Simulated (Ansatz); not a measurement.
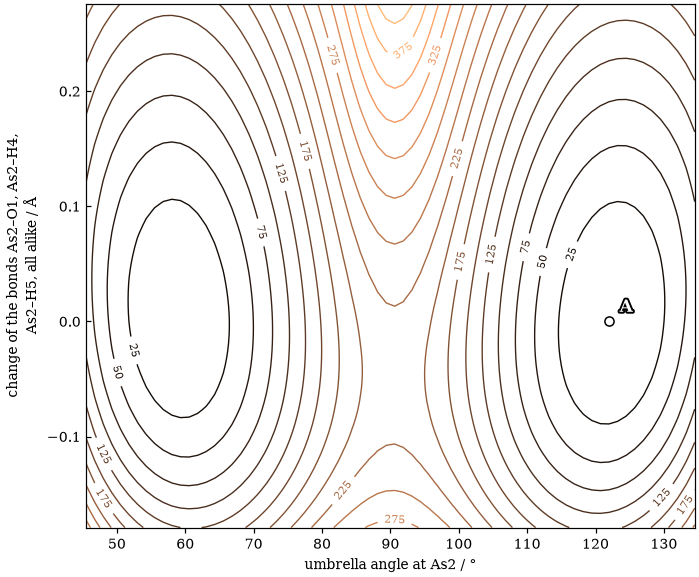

AsH3O, SMILES O[AsH2]. 
- The first coordinate is: umbrella angle at As2 (between each of its bonds and their common axis; 90 is planar); the second: change of the bonds As2–O1, As2–H4, As2–H5, all alike.
- Nothing is relaxed (all other coordinates rigid).
- The scan uses a 15 × 15 grid.
- Points are written as (first, second).
- Energies are in kJ/mol, from the relaxed molecule at the same level.
- Theory: RKS SPW92 (LDA)/def2-TZVP in Ansatz.

Drawn: contour lines labelled in kJ/mol, the point A. Between grid points the surface is interpolated.

What is the easiest way out of the well at A, and how high is the barrier?

The easiest path leads from the well at about (122°, 0.00 Å) to a well of about the same depth at about (59°, 0.00 Å). Its highest point lies about 210 kJ/mol above the bottom of the first well on the interpolated surface, at (90.0°, −0.049 Å). The start is the relaxed structure and all else is held, so a fully relaxed path at this level can only be lower.

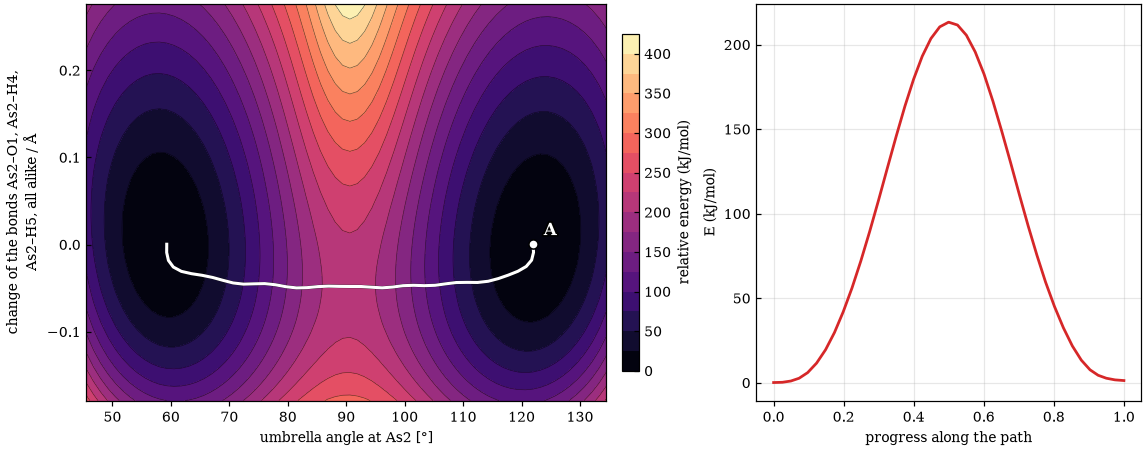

The picture shows filled contours, a line along the lowest path, the energy along the path at the right. Between grid points the surface is interpolated.
